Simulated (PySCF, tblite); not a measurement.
# C₄H₁₁NSi: geometry, infrared bands and NMR shifts

Aim: predict the infrared bands and NMR shifts of C₄H₁₁NSi (`C=CC[SiH2]NC`).

The runs use tblite 0.8.0 and PySCF 2.14.0, with density-fitted response routines of our own; the level of theory stands in each step. All values are computed, except where a source is named. Atoms are numbered from 0 throughout.

**1. The molecule as given**

17 atoms, charge 0, multiplicity 1; geometry from: force field or distance geometry start.

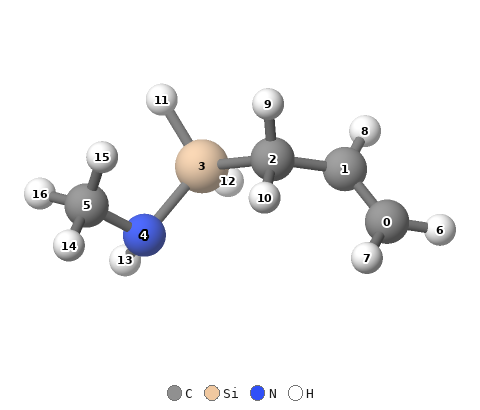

As it starts; carbon grey, silicon light orange, nitrogen blue, hydrogen white, atoms numbered.

**2. Relaxing the molecule with GFN2-xTB**

What the job is given:

```
{"job": {"kind": "relax", "xc": "GFN2-xTB", "basis": "xTB"}, "charge": 0, "multiplicity": 1}
C      2.937600    -0.305800    -0.788600
C      2.208800    -0.324300     0.342200
C      0.794500    -0.753300     0.333900
Si    -0.375400     0.578100     0.930900
N     -1.523500     0.875900    -0.377700
C     -2.686400     0.063500    -0.175400
H      3.971400     0.002700    -0.803100
H      2.468200    -0.585500    -1.722000
H      2.681600    -0.042700     1.312500
H      0.670400    -1.623200     1.037600
H      0.541800    -1.112800    -0.694700
H     -1.117400     0.049300     2.081600
H      0.261400     1.821500     1.294900
H     -1.789900     1.885200    -0.357300
H     -3.111000    -0.187900    -1.174900
H     -2.454100    -0.911900     0.321000
H     -3.484900     0.583300     0.377400
```

The run is started by

```console
$ OMP_NUM_THREADS=1 python probes_run.py task.json out
```

The driver reads the jobs from task.json and runs them one after another.

What it wrote:

```text
step      E/eV     max force
  0    -511.06708    2.003
  1    -511.21585    1.133
  2    -511.25804    0.836
  3    -511.29296    0.495
  4    -511.32613    0.363
  5    -511.34111    0.370
  6    -511.37000    0.366
  7    -511.38699    0.435
  8    -511.40792    0.395
  9    -511.42267    0.237
 10    -511.43379    0.219
 11    -511.44125    0.210
 12    -511.44781    0.203
 13    -511.45325    0.166
 14    -511.45720    0.128
 15    -511.46030    0.146
 16    -511.46310    0.145
 17    -511.46540    0.111
 18    -511.46716    0.086
 19    -511.46880    0.106
 20    -511.47066    0.145
 21    -511.47259    0.117
 22    -511.47414    0.098
 23    -511.47522    0.073
 24    -511.47619    0.089
 25    -511.47777    0.136
 26    -511.47963    0.138
 27    -511.48109    0.084
 28    -511.48193    0.061
 29    -511.48260    0.062
 30    -511.48330    0.070
 31    -511.48402    0.075
 32    -511.48472    0.060
 33    -511.48541    0.066
 34    -511.48623    0.067
 35    -511.48729    0.094
 36    -511.48851    0.097
 37    -511.48978    0.093
 38    -511.49105    0.086
 39    -511.49225    0.084
 40    -511.49335    0.080
 41    -511.49448    0.077
 42    -511.49567    0.094
 43    -511.49693    0.089
 44    -511.49824    0.073
 45    -511.49949    0.067
 46    -511.50062    0.090
 47    -511.50179    0.103
 48    -511.50306    0.094
 49    -511.50430    0.104
 50    -511.50502    0.179
 51    -511.50645    0.085
 52    -511.50761    0.112
 53    -511.50903    0.096
 54    -511.51077    0.107
 55    -511.51329    0.132
 56    -511.51548    0.112
 57    -511.51783    0.090
 58    -511.51948    0.110
 59    -511.52122    0.084
 60    -511.52319    0.171
 61    -511.52531    0.114
 62    -511.52806    0.088
 63    -511.52870    0.058
 64    -511.53004    0.063
 65    -511.53097    0.070
 66    -511.53195    0.099
 67    -511.53264    0.078
 68    -511.53321    0.055
 69    -511.53369    0.051
 70    -511.53403    0.044
 71    -511.53424    0.043
 72    -511.53444    0.044
 73    -511.53474    0.040
 74    -511.53509    0.047
 75    -511.53538    0.037
 76    -511.53551    0.027
 77    -511.53559    0.025
 78    -511.53570    0.024
 79    -511.53590    0.036
 80    -511.53611    0.036
 81    -511.53631    0.028
 82    -511.53649    0.038
 83    -511.53670    0.041
 84    -511.53697    0.041
 85    -511.53733    0.044
 86    -511.53770    0.038
 87    -511.53802    0.040
 88    -511.53826    0.040
 89    -511.53850    0.040
 90    -511.53878    0.045
 91    -511.53912    0.049
 92    -511.53945    0.049
 93    -511.53973    0.045
 94    -511.53995    0.038
 95    -511.54017    0.035
 96    -511.54043    0.049
 97    -511.54077    0.058
 98    -511.54126    0.063
 99    -511.54177    0.060
100    -511.54234    0.061
101    -511.54320    0.084
102    -511.54417    0.078
103    -511.54522    0.078
104    -511.54632    0.112
105    -511.54775    0.085
106    -511.54916    0.123
107    -511.55018    0.168
108    -511.55186    0.181
109    -511.55260    0.083
110    -511.55332    0.041
111    -511.55382    0.057
112    -511.55400    0.033
113    -511.55409    0.021
114    -511.55418    0.022
115    -511.55425    0.019
116    -511.55433    0.020
117    -511.55438    0.015
118    -511.55443    0.015
119    -511.55447    0.019
120    -511.55455    0.023
121    -511.55472    0.032
122    -511.55497    0.037
123    -511.55528    0.041
124    -511.55567    0.045
125    -511.55613    0.054
126    -511.55666    0.065
127    -511.55724    0.065
128    -511.55785    0.057
129    -511.55845    0.051
130    -511.55892    0.053
131    -511.55922    0.056
132    -511.55950    0.040
133    -511.55976    0.040
134    -511.56011    0.050
135    -511.56039    0.052
136    -511.56088    0.061
137    -511.56122    0.055
138    -511.56148    0.055
139    -511.56176    0.047
140    -511.56203    0.035
141    -511.56242    0.043
142    -511.56254    0.035
143    -511.56264    0.019
144    -511.56268    0.023
145    -511.56274    0.024
146    -511.56280    0.023
147    -511.56287    0.017
148    -511.56293    0.023
149    -511.56299    0.022
150    -511.56304    0.020
151    -511.56307    0.010
152    -511.56309    0.011
153    -511.56311    0.013
154    -511.56314    0.013
155    -511.56316    0.012
156    -511.56317    0.011
157    -511.56319    0.010
158    -511.56321    0.012
159    -511.56324    0.012
160    -511.56326    0.014
161    -511.56330    0.014
162    -511.56334    0.015
163    -511.56338    0.018
164    -511.56343    0.020
165    -511.56348    0.017
166    -511.56354    0.017
167    -511.56358    0.015
168    -511.56361    0.013
169    -511.56362    0.013
170    -511.56364    0.013
171    -511.56368    0.017
172    -511.56372    0.015
173    -511.56375    0.013
174    -511.56378    0.011
175    -511.56380    0.013
176    -511.56382    0.010
```

Wall time 1.1 s (1 thread of Arm Neoverse V1, shared host).

Step by step: (not every step is listed)

```tsv
step	energy from step 0 (eV)	largest force (eV/Å)
0	0.0000	2.0031
1	-0.1488	1.1329
2	-0.1910	0.8355
3	-0.2259	0.4952
4	-0.2591	0.3628
5	-0.2740	0.3703
6	-0.3029	0.3658
7	-0.3199	0.4351
8	-0.3408	0.3954
24	-0.4091	0.0886
40	-0.4263	0.0802
56	-0.4484	0.1118
72	-0.4674	0.0436
88	-0.4712	0.0400
104	-0.4792	0.1116
120	-0.4875	0.0226
136	-0.4938	0.0611
152	-0.4960	0.0114
168	-0.4965	0.0131
171	-0.4966	0.0170
172	-0.4966	0.0150
173	-0.4967	0.0132
174	-0.4967	0.0112
175	-0.4967	0.0134
176	-0.4967	0.0099
```

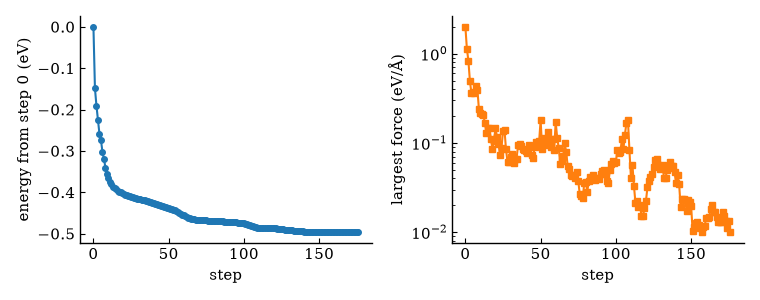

Energy and largest force along the relaxation.

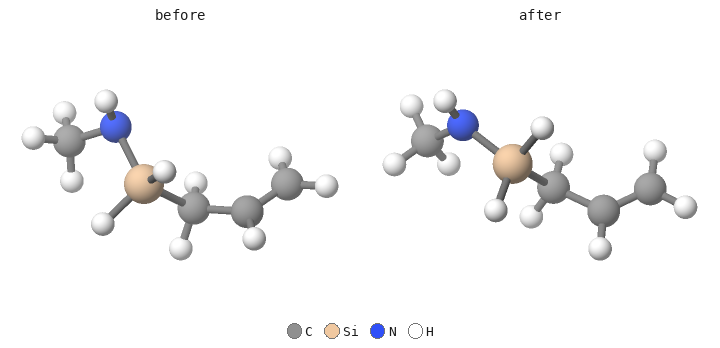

The geometry before (left) and after (right).

Close pairs (by a distance rule), those that changed most:

```tsv
bond	before (Å)	after (Å)	change (Å)
Si3–N4	1.766	1.722	-0.044
C2–Si3	1.870	1.910	+0.040
N4–H13	1.044	1.009	-0.035
C2–H9	1.126	1.092	-0.034
C1–H8	1.115	1.083	-0.033
C5–H15	1.119	1.087	-0.032
C2–H10	1.119	1.090	-0.028
C0–C1	1.345	1.321	-0.025
```

The next job starts from the end point, and lists it.

**3. Harmonic vibrations with GFN2-xTB**

What the job is given:

```
{"job": {"kind": "ir", "xc": "GFN2-xTB", "basis": "xTB"}, "charge": 0, "multiplicity": 1}
C      3.075985    -0.361910    -0.462124
C      2.093761    -0.616003     0.383618
C      0.652710    -0.643488     0.026183
Si    -0.249698     0.891002     0.718392
N     -1.798707     0.954136    -0.030858
C     -2.740045    -0.141739    -0.070579
H      4.106688    -0.331635    -0.151898
H      2.886328    -0.175180    -1.506755
H      2.315766    -0.797020     1.427839
H      0.200073    -1.548347     0.436055
H      0.539039    -0.674688    -1.057707
H     -0.253456     0.790736     2.191090
H      0.395623     2.134816     0.299025
H     -2.277588     1.841382     0.007199
H     -3.418225    -0.020240    -0.917809
H     -2.194242    -1.073559    -0.196216
H     -3.341009    -0.216232     0.843020
```

What it wrote:

```text
mode    cm-1     km/mol
  1      38.3      0.02
  2      68.3      0.15
  3      93.1      0.13
  4     140.1      0.88
  5     161.3      2.64
  6     231.0      0.58
  7     322.8      5.03
  8     409.2      5.61
  9     486.5     67.93
 10     529.5     84.42
 11     592.0     16.11
 12     593.9     17.84
 13     716.9    162.43
 14     751.9     33.56
 15     791.8    180.40
 16     801.8    123.04
 17     827.2    252.00
 18     878.6     11.30
 19     958.1     17.81
 20    1021.3      8.15
 21    1059.7     23.83
 22    1067.5     25.34
 23    1109.7      2.35
 24    1162.4     95.34
 25    1184.1     45.61
 26    1210.8     20.67
 27    1302.3      8.17
 28    1369.3     55.98
 29    1415.6     12.10
 30    1421.3      0.82
 31    1467.1      1.23
 32    1491.1      3.04
 33    1504.6      1.70
 34    1713.5     40.53
 35    2141.5    375.02
 36    2265.3    287.88
 37    2904.4     78.45
 38    2962.1     51.81
 39    2972.0     55.13
 40    2989.6     28.94
 41    3036.1     25.41
 42    3047.1     57.09
 43    3095.5     27.07
 44    3120.6     69.09
 45    3443.4      3.81
```

Wall time 0.51 s (1 thread of Arm Neoverse V1, shared host).

Which atoms move in the most intense modes:

```tsv
cm⁻¹	km/mol	atoms
530	84.4	H13 73 %, N4 15 %
717	162.4	H11 39 %, H12 28 %
792	180.4	H12 31 %, H11 19 %, H10 14 %, C2 14 %
802	123.0	H11 27 %, H9 17 %, C2 16 %, H12 14 %
827	252.0	Si3 39 %, N4 23 %
1162	95.3	N4 43 %, C5 34 %, H13 15 %
2142	375.0	H11 96 %
2265	287.9	H12 96 %
```

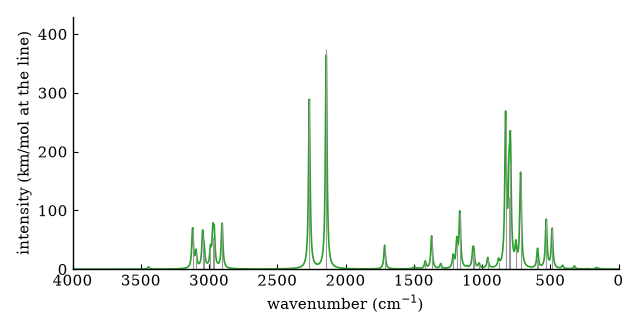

The infrared spectrum from these modes, unscaled. Lines are broadened to a width of 14 cm⁻¹ (Lorentzian).

**4. Shielding tensors: PBE0/pcSseg-1**

The job, as its differences from that of step 3:

```diff
@@ -1,2 +1,2 @@
-{"job": {"kind": "ir", "xc": "GFN2-xTB", "basis": "xTB"}, "charge": 0, "multiplicity": 1}
+{"job": {"kind": "nmr", "xc": "PBE0", "basis": "pcSseg-1"}, "charge": 0, "multiplicity": 1}
 C      3.075985    -0.361910    -0.462124
```

With the program's defaults for keys left out, this is: GIAO PBE0/pcSseg-1 NMR shielding, non-relativistic, gas phase.

What it wrote:

```text
coarse grid: 13856 points
cycle   1  E = -502.7659354041  dE =  4.485e-01  |g| = 4.849e-01  |ddm| = 3.541e+00
cycle   2  E = -502.7436457163  dE =  2.229e-02  |g| = 5.847e-01  |ddm| = 9.836e-01
cycle   3  E = -502.8236303492  dE = -7.998e-02  |g| = 6.691e-02  |ddm| = 5.954e-01
cycle   4  E = -502.8244383511  dE = -8.080e-04  |g| = 2.750e-02  |ddm| = 7.851e-02
cycle   5  E = -502.8246129248  dE = -1.746e-04  |g| = 4.436e-03  |ddm| = 2.565e-02
cycle   6  E = -502.8246168310  dE = -3.906e-06  |g| = 1.990e-03  |ddm| = 5.355e-03
final grid: 126848 points
cycle   7  E = -502.8577785578  dE = -2.377e-05  |g| = 9.228e-03  |ddm| = 2.298e-02
cycle   8  E = -502.8577627127  dE =  1.585e-05  |g| = 1.221e-02  |ddm| = 1.813e-02
cycle   9  E = -502.8577996903  dE = -3.698e-05  |g| = 1.594e-03  |ddm| = 1.075e-02
cycle  10  E = -502.8578003232  dE = -6.329e-07  |g| = 2.164e-04  |ddm| = 1.298e-03
cycle  11  E = -502.8578003328  dE = -9.528e-09  |g| = 9.727e-05  |ddm| = 2.526e-04
cycle  12  E = -502.8578003347  dE = -1.947e-09  |g| = 2.495e-05  |ddm| = 9.468e-05
cycle  13  E = -502.8578003349  dE = -1.338e-10  |g| = 4.424e-06  |ddm| = 2.738e-05
converged SCF energy = -502.8578003349

GIAO shielding tensors (ppm)
atom      isotropic    diamagn.    paramagn.     s11        s22        s33       span
  0 C       66.549     253.064    -186.516    -45.795     89.384    156.056    201.851
  1 C       45.679     256.128    -210.448    -77.026     49.491    164.574    241.600
  2 C      162.200     254.809     -92.609    140.863    158.537    187.199     46.336
  3 Si     379.172     881.604    -502.432    337.114    362.061    438.341    101.227
  4 N      251.657     321.791     -70.134    217.870    241.334    295.766     77.895
  5 C      155.125     243.408     -88.283    131.706    147.394    186.274     54.568
  6 H       26.494      27.898      -1.404     23.433     25.498     30.552      7.119
  7 H       26.314      31.796      -5.482     22.918     25.558     30.467      7.550
  8 H       25.634      30.630      -4.996     23.634     24.689     28.578      4.944
  9 H       29.509      32.985      -3.476     25.393     29.352     33.782      8.389
 10 H       29.850      34.632      -4.783     25.783     30.132     33.634      7.851
 11 H       26.751      30.659      -3.909     22.952     25.553     31.748      8.796
 12 H       27.337      31.188      -3.851     24.094     26.153     31.763      7.669
 13 H       31.984      31.869       0.114     22.246     30.460     43.246     21.000
 14 H       28.833      27.964       0.869     23.911     26.652     35.935     12.024
 15 H       29.308      30.784      -1.477     24.525     29.624     33.774      9.249
 16 H       28.948      27.846       1.102     23.885     26.706     36.253     12.368
```

It took 30 s on 1 thread of Arm Neoverse V1, shared host; peak memory 0.74 GiB.

The references, computed at this level on geometries of the same kind, shield at (ppm): 1H TMS 31.72, 13C TMS 186.9, 29Si TMS 349.2, 15N NH3 267.7. Their shielding less the atom's gives the shift. The references are single molecules in the gas phase, so shifts against H2O, NH3, PH3, H3PO4 or CFCl3 are not on the usual liquid scales and can be off by tens of ppm. Atoms listed in one row are averaged.

```tsv
atoms	environment	σ (ppm)	δ (ppm)	δ scaled to CDCl3
C1	alkene CH	45.7	141.2	135.9
C0	terminal =CH2 carbon	66.5	120.4	115.6
C5	methyl carbon bonded to N	155.1	31.8	29.1
C2	allylic sp3 CH2 bonded to Si	162.2	24.7	22.2
H8	hydrogen on an alkene CH	25.63	6.08	5.84
H7	hydrogen on a terminal =CH2 carbon	26.31	5.40	5.20
H6	hydrogen on a terminal =CH2 carbon	26.49	5.22	5.03
H11, H12	hydrogen on a silicon bonded to C, N	27.04	4.67	–
H14, H15, H16	hydrogen on a methyl carbon bonded to N	29.03	2.69	2.64
H9, H10	hydrogen on an allylic sp3 CH2 bonded to Si	29.68	2.04	2.03
H13	hydrogen on a nitrogen bonded to C, Si	31.98	-0.27	–
Si3	silicon bonded to C, N, 2 H	379.2	-30.0	–
N4	nitrogen bonded to C, Si, H	251.7	16.1	–
```

The scaled column applies a straight-line fit of computed shieldings to shifts measured in CDCl3 (root-mean-square error 0.16 ppm for H, 1.9 ppm for C).

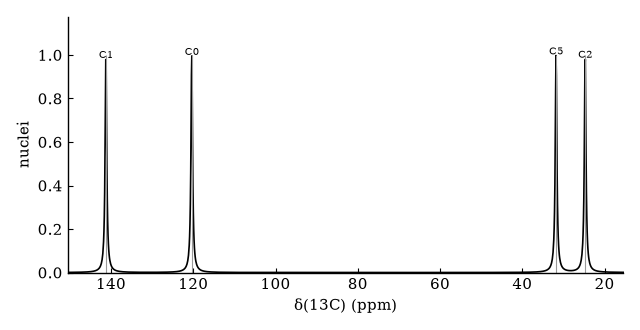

13C lines at the computed shifts, without couplings. Lines are broadened to a width of 0.47 ppm (Lorentzian).

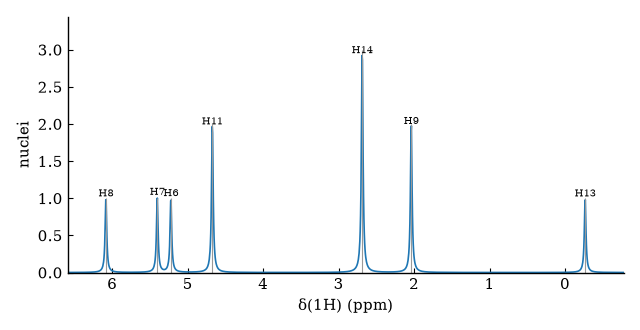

1H lines at the computed shifts, without couplings. Lines are broadened to a width of 0.03 ppm (Lorentzian).

The run also stored atomic charges by several schemes (e):

```tsv
atoms	Mulliken	IAO	Hirshfeld	ESP fit
C0	-0.16	-0.34	-0.12	-0.46
C1	-0.25	-0.12	-0.04	-0.15
C2	-0.50	-0.55	-0.16	-0.24
Si3	0.78	0.90	0.37	0.64
N4	-0.69	-0.68	-0.25	-0.76
C5	-0.10	-0.30	-0.07	0.04
```

ESP fit charges:

C0 -0.46; C1 -0.15; C2 -0.24; Si3 0.64; N4 -0.76; C5 0.04; H6 0.18; H7 0.19; H8 0.15; H9 0.12; H10 0.12; H11 -0.16; H12 -0.14; H13 0.36; H14 0.05; H15 0.03; H16 0.04

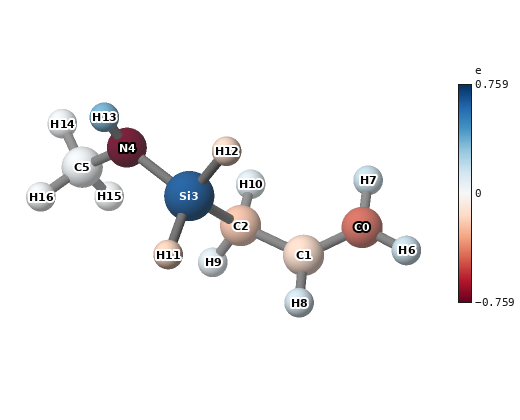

ESP fit charges, as colours on the atoms.

Mayer bond orders: C0–C1 1.98, C1–C2 1.04, C2–Si3 0.87, Si3–N4 1.02, N4–C5 0.97.

The fields below are evaluated on a grid from the run's orbitals.

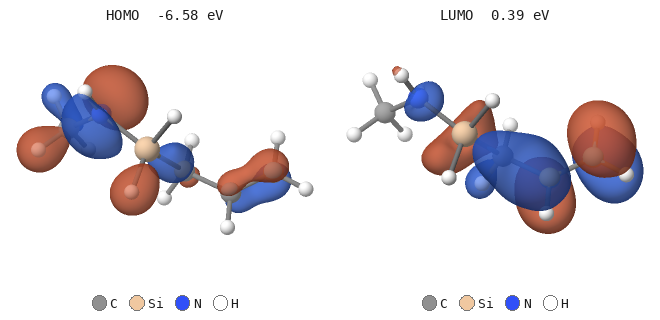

PBE0/pcSseg-1 orbitals near the gap, drawn at the value that encloses 70 % of each; the two colours are the two signs.

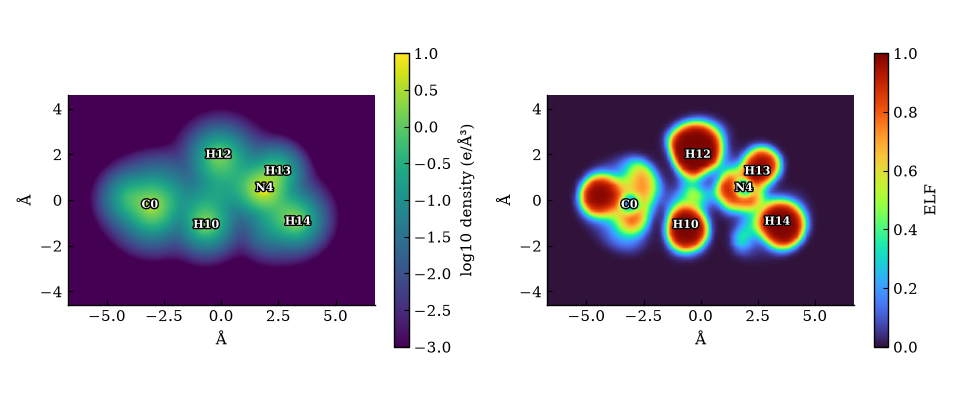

Density (left) and ELF (right) in a plane through or near 6 of the atoms.

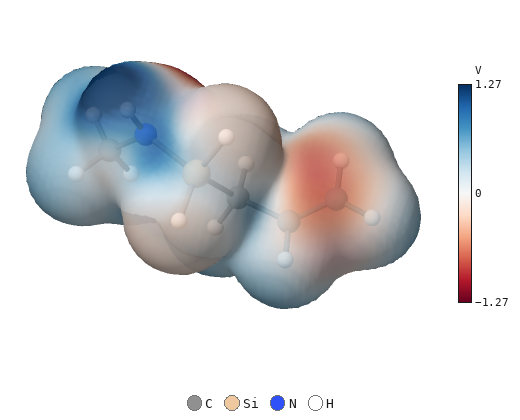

The potential that a unit positive charge feels on the 0.002 e/bohr³ surface, from -0.98 V near N4 to 1.27 V near H13.

**5. Summary of results**

| quantity | value |
| --- | --- |
| strongest single infrared mode (GFN2-xTB) | 2142 cm⁻¹, 375 km/mol |
| zero-point energy (GFN2-xTB) | 87.0 kcal/mol |
| 13C shifts against TMS (PBE0/pcSseg-1) | 141.2, 120.4, 31.8, 24.7 ppm |
| 1H shifts against TMS (PBE0/pcSseg-1, means over atoms taken as alike) | 6.08, 5.40, 5.22, 4.67, 2.69, 2.04, -0.27 ppm |
| 29Si shifts against TMS (PBE0/pcSseg-1) | -30.0 ppm |
| 15N shifts against NH3 (PBE0/pcSseg-1) | 16.1 ppm |
| surface potential, least and greatest | -0.98 V and 1.27 V |

Relaxing lowered the energy by 0.497 eV in 176 steps; the close pair that moved most is Si3–N4, from 1.766 to 1.722 Å. No mode is imaginary among the 45: a minimum at this level. The strongest single mode, at 2142 cm⁻¹, moves mainly H11. GFN2-xTB is a fitted tight-binding method: band positions and strengths are rough. Its intensities can rank the bands wrongly. The most deshielded carbon is C1 (alkene CH), at 141.2 ppm: the olefinic region. H8 (hydrogen on an alkene CH) lies farthest downfield among hydrogen, at 6.08 ppm; attached to an sp2 carbon and in the plane of the double bond. At PBE0/pcSseg-1: The widest tensor belongs to C1: span 242 ppm, with a paramagnetic part of -210 ppm.
